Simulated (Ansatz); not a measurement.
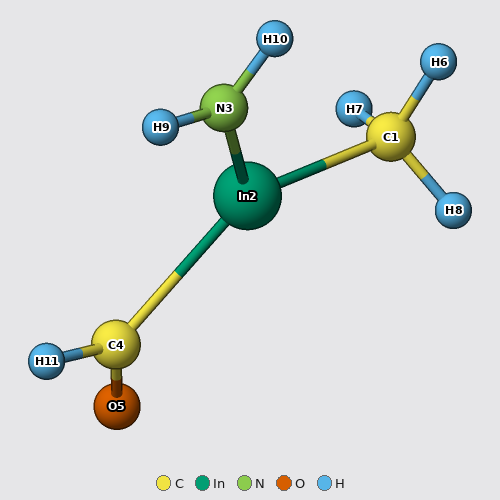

The system is C₂H₆InNO, SMILES [CH3][In]([NH2])[CH]=O; the picture shows the reference structure. First axis: dihedral C1–In2–N3–H9. Second axis: dihedral C1–In2–C4–O5. Nothing is relaxed (all other coordinates rigid). The grid has 9 × 9 points. Points are written as (first, second). Energies are in kcal/mol, from the lowest grid point. Level of theory: RKS B3LYP-D4/def2-SVP (Ansatz).

Its coordinates:

| atom | x (Å) | y (Å) | z (Å) |
| --- | --- | --- | --- |
| C | -0.6524 | 1.0233 | 1.6459 |
| In | 0.0214 | -0.0629 | -0.1157 |
| N | 1.9442 | -0.7454 | -0.1352 |
| C | -1.1188 | -0.5729 | -1.9934 |
| O | -2.2657 | -0.2422 | -2.1570 |
| H | 0.1619 | 1.0988 | 2.3805 |
| H | -1.5061 | 0.4987 | 2.0999 |
| H | -0.9778 | 2.0335 | 1.3565 |
| H | 2.3732 | -1.2621 | -0.8970 |
| H | 2.6100 | -0.6099 | 0.6202 |
| H | -0.5900 | -1.1588 | -2.8047 |

Range: dihedral C1–In2–N3–H9 from −180 to 140°; dihedral C1–In2–C4–O5 from −180 to 140°.

Question: What landscape does the calculation give?

Answer: The lowest grid point is at (−180°, −180°); the map holds 3 wells of about this depth. A higher local minimum lies near (20°, −180°) (1.1 kcal/mol above the lowest at that grid point). The highest grid point, (100°, −180°), lies 10.4 kcal/mol above the lowest. On the interpolated surface the easiest way out of the lowest well to a well of about the same depth near (−180°, 20°) passes a barrier of about 0.66 kcal/mol. Round the minimum the two coordinates are nearly uncoupled.

```csv
"dihedral C1–In2–C4–O5 ↓, dihedral C1–In2–N3–H9 →",−180,−140,−100,−60,−20,20,60,100,140
140,0.3,4.0,10.3,7.7,1.4,1.2,7.6,10.4,4.2
100,0.6,4.2,10.2,7.7,1.6,1.6,7.6,10.2,4.3
60,0.5,4.2,10.0,7.3,1.5,1.5,7.5,9.9,4.0
20,0.1,3.7,9.7,7.0,1.0,1.1,7.1,9.7,3.6
−20,0.1,3.6,9.6,7.2,1.1,1.0,7.0,9.7,3.7
−60,0.5,4.0,9.9,7.6,1.5,1.4,7.3,10.0,4.2
−100,0.6,4.3,10.2,7.7,1.6,1.6,7.6,10.2,4.3
−140,0.3,4.1,10.4,7.6,1.3,1.3,7.7,10.3,4.0
−180,0.0,3.9,10.4,7.6,1.1,1.1,7.6,10.4,4.0
```

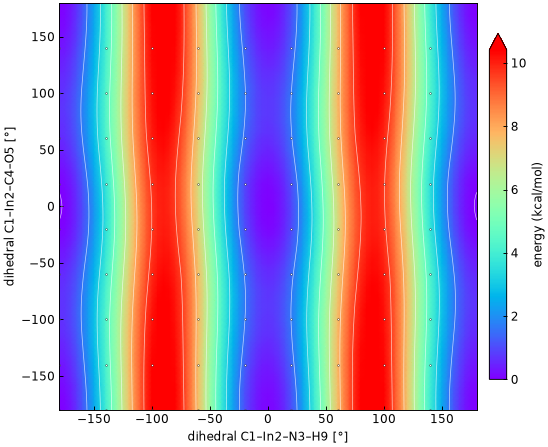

In the figure: a smooth colour map with a few white contour lines, dots at the grid points, one colour for all values above the top of the scale. Between grid points the surface is interpolated.

Time for the 81 points that were run: 13 min on 1 thread of Arm Neoverse V1 (shared host).
